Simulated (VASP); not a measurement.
Band structure of AgI (wurtzite). All values below come from vdW-DF2, VASP's PBE PAW potentials (set 64) (plane waves; VASP).

Unless said otherwise, spin-orbit coupling is left out, though it shifts the bands of the heavy elements here.

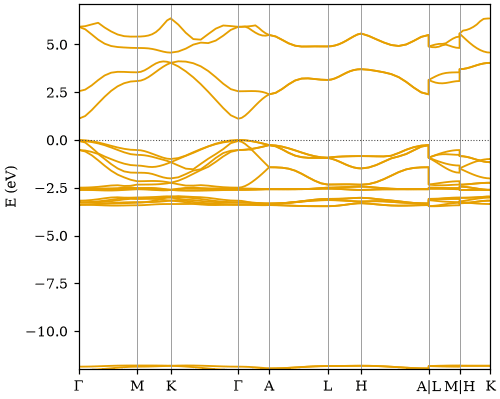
Figure: Bands along high-symmetry lines, zero at the valence-band maximum or, without a gap, the Fermi level

Task: Read the plot: is there a gap, and where are the band edges?

Result: The gap is direct, 1.12 eV, from the valence maximum at Γ to the conduction minimum at Γ. (Edges off the drawn lines would not show.)

The compound is AgI in the wurtzite structure. It was relaxed first, which changed the volume by +17 %.
